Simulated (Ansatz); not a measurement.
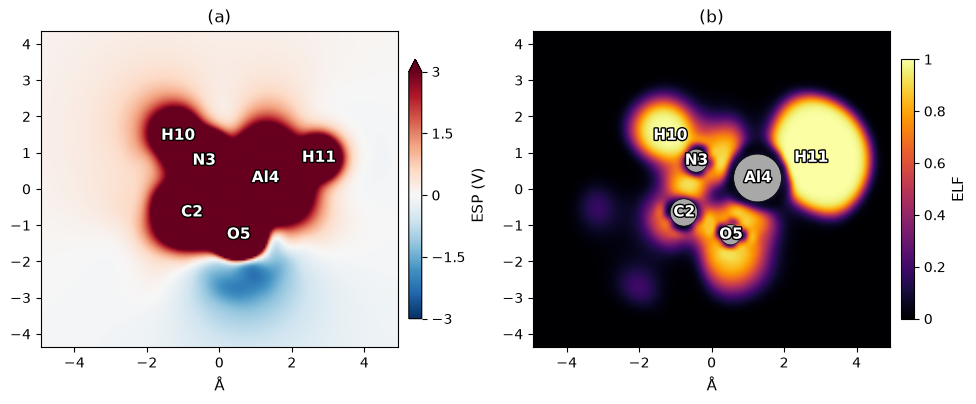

The picture shows: C$_{2}$H$_{6}$AlNO. (a) molecular electrostatic potential; (b) ELF on the plane of atoms C2, Al4 and O5. Grey discs cover the atomic cores in the ELF map.

Geometry: PBE0-D4/def2-TZVP.

Computed with RKS PBE0-D4/def2-TZVPP in Ansatz 0.2.0.

Input

```
crystal:
  periodic: [false, false, false]
  atoms:
    - {symbol: C, position_ang: [-0.579227, 1.023924, -0.864867]}
    - {symbol: C, position_ang: [0.488472, 0.214200, -0.170454]}
    - {symbol: N, position_ang: [0.203813, -1.225999, -0.098797]}
    - {symbol: Al, position_ang: [0.256650, -1.078560, 1.650629]}
    - {symbol: O, position_ang: [0.580444, 0.563980, 1.213170]}
    - {symbol: H, position_ang: [-0.653224, 0.740756, -1.918534]}
    - {symbol: H, position_ang: [-1.545784, 0.851112, -0.385663]}
    - {symbol: H, position_ang: [-0.339880, 2.087901, -0.808161]}
    - {symbol: H, position_ang: [1.465022, 0.403254, -0.641472]}
    - {symbol: H, position_ang: [0.059453, -1.747699, -0.942576]}
    - {symbol: H, position_ang: [0.129658, -1.889869, 2.987226]}
basis:
  gaussian: {orbitals: def2-TZVPP}
hamiltonian: {xc: pbe0, dispersion: d4}
output: {orbitals: {seedname: orbitals}}
```

Command:

```sh
ansatz run in.yaml --threads 4 --pin off --events-out ev --progress --plain --max-ram 10444MiB
```

Describe what can be read from this map.

Answer. The section cuts through C, N, Al, O and H sites.
C–O (1.43 Å): the ELF peaks at about 0.85 between the atoms: a shared but strongly polarised pair.
C–N (1.47 Å): the ELF peaks at about 0.90 between the atoms, as expected for a shared electron pair.
Al–O (1.73 Å): the ELF peaks at about 0.90 in the valence shell of O, 0.6 Å from its nucleus, and is about 0.55 at the midpoint.
Al–N (1.76 Å): the ELF peaks at about 0.90 in the valence shell of N, 0.7 Å from its nucleus, and is about 0.55 at the midpoint.
C–Al (2.25 Å): the ELF is about 0.15 at the midpoint.
The ELF also peaks beside O5, away from the bonds: lone-pair regions.
Outside the dense part of the molecule the potential is most negative (−2.2 V) near O5.
